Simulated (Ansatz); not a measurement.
**AlRh: a short molecular-dynamics run**

What does AlRh do over 60 steps of 1.5 fs at constant energy, with velocities drawn for 100 K? The cell is a randomly packed cell of 8 atoms, taken as it stands, without a relaxation.

Program: Ansatz 0.2.0. Level of theory: DFT PBE, plane waves, PAW, scalar-relativistic, no spin polarisation. These are calculated values, not measurements.

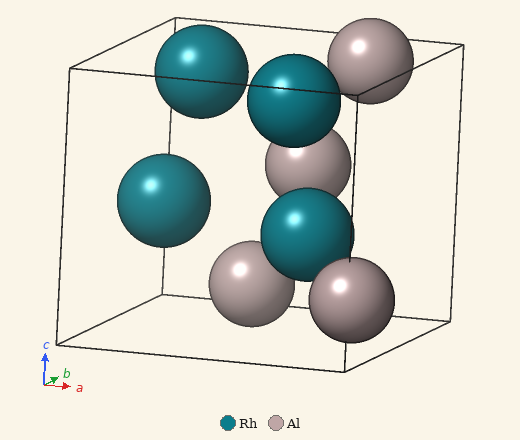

The starting structure, seen slightly off an axis (rhodium blue, aluminium light grey). Each atom of the cell is drawn once.

Coordinates:

```
CELL_PARAMETERS angstrom
5.62966 -0.44701 -0.03033
-0.38144 4.37232 0.29868
0.10628 0.25504 4.57442
ATOMIC_POSITIONS crystal
Rh 0.69203 0.36451 0.37854
Rh 0.28230 0.41119 0.91856
Rh 0.67893 0.20836 0.88909
Rh 0.14075 0.50353 0.42158
Al 0.97151 0.04095 0.22881
Al 0.75372 0.72061 0.94633
Al 0.52935 0.79317 0.53685
Al 0.31617 0.90172 0.06540
```

The structure above is the start of the run; the results belong to its end.

| quantity | value |
| --- | --- |
| length | 60 steps of 1.5 fs |
| temperature, first and last step | 100 and 4981 K |
| temperature, second half | mean 4690 K, from 4139 to 5156 K |
| potential energy, second half | -519 meV/atom from the start |
| largest change of the total energy | 0.43 meV/atom |
| mean square displacement, second half | Al 0.549, Rh 0.220 Å² |

The temperature starts at 100 K and averages 4690 K in the second half, where it ranges from 4139 to 5156 K; the start was no minimum (force components up to 3.1 eV/Å), and the potential energy that it sheds (519 meV/atom) turns into motion. The total energy strays from its start by at most 0.43 meV/atom, 0.1 % of the mean kinetic energy, so a step of 1.5 fs is short enough over this time. Over the second half Al atoms stand 0.7 Å (root mean square) from where they began, and the farthest move is 1.3 Å. A run of 90 fs with 8 atoms shows the motion but fixes no equilibrium value. The k-mesh is coarse for this cell.

**Question.** Which input and command would start the first run of this session?

The input that was used; it is not the only one that fits:

The input, input.yaml:

```yaml
crystal:
  lattice:
    - [5.629662, -0.447009, -0.030329]
    - [-0.381443, 4.37232, 0.298678]
    - [0.106279, 0.255041, 4.574419]
  atoms:
    - { symbol: Rh, position: [0.692031, 0.364515, 0.378543] }
    - { symbol: Rh, position: [0.282297, 0.411185, 0.91856] }
    - { symbol: Rh, position: [0.678925, 0.208362, 0.889088] }
    - { symbol: Rh, position: [0.140746, 0.503529, 0.421577] }
    - { symbol: Al, position: [0.971511, 0.040951, 0.22881] }
    - { symbol: Al, position: [0.753721, 0.720605, 0.946326] }
    - { symbol: Al, position: [0.529348, 0.793165, 0.536847] }
    - { symbol: Al, position: [0.316175, 0.901719, 0.0654] }
kpoints:
  mp_grid: { grid: [3, 4, 3] }
magnetization:
  spin_polarized: false
scf:
  occupations: { method: cold, width: 0.15 }
hamiltonian:
  pseudopotentials: { kind: paw }
  xc: pbe
basis:
  ecutwfc: 420
md:
  timestep: 1.5
  n_steps: 60
  ensemble: nve
  temperature: 100.0
  initial_velocities: maxwell_boltzmann
  seed: 389552
```

Command:

```
$ ansatz run input.yaml --threads 2 --pin off --max-ram 2560MiB --backend cpu --events-out ev --progress --plain --runs-dir out
```
